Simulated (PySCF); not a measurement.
```xyz
19

C    -2.6774   -0.9034   -1.2395
C    -2.5016    0.0521   -0.3444
C    -1.4590    0.0304    0.7370
B    -0.4109    1.1387    0.3082
Si    1.3013    0.6816   -0.4967
N     1.1208   -0.6575   -1.5921
Si    2.8724    0.2387    1.1845
H    -2.0796   -1.8004   -1.2426
H    -3.4372   -0.8388   -1.9996
H    -3.1225    0.9380   -0.3722
H    -1.0470   -0.9775    0.8135
H    -1.9503    0.2678    1.6847
H    -0.6986    2.2544    0.5367
H     1.9224    1.6840   -1.3921
H     0.4498   -1.3772   -1.3814
H     1.9392   -1.0725   -2.0074
H     3.1128    1.3777    2.0754
H     2.4680   -0.8673    2.0661
H     4.1877   -0.1596    0.6695
```

Geometry: GFN2-xTB.

Level of theory: CAM-B3LYP/def2-SVPD, SCF density, gas phase in PySCF.

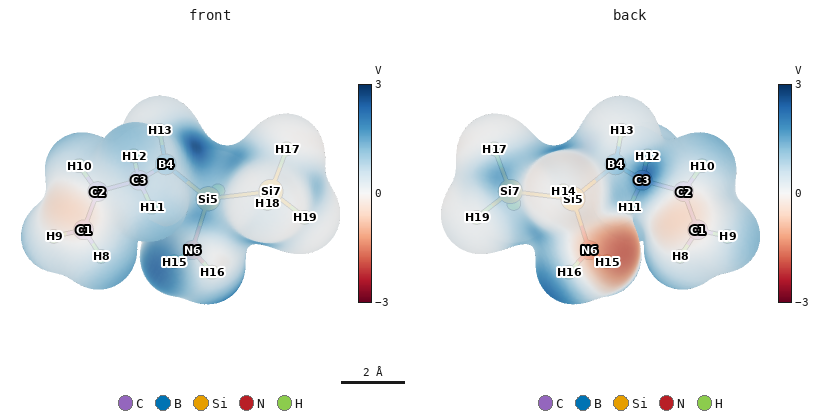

C₃H₁₂BNSi₂. The molecular electrostatic potential painted on the density surface at 0.004 e/bohr³, seen from the front and from behind; the colour scale runs from red (negative) to blue (positive).

**Which sites attract a positive test charge, and which a negative one?**

A positive charge is drawn to the negative regions and a negative charge to the positive ones. The most negative region (about −1.6 V) lies over N6, the most positive (about +2.3 V) over B4. N6 is the likeliest acceptor of a hydrogen bond.

**How polar is the molecule by this calculation?**

Its dipole moment is 1.44 D.
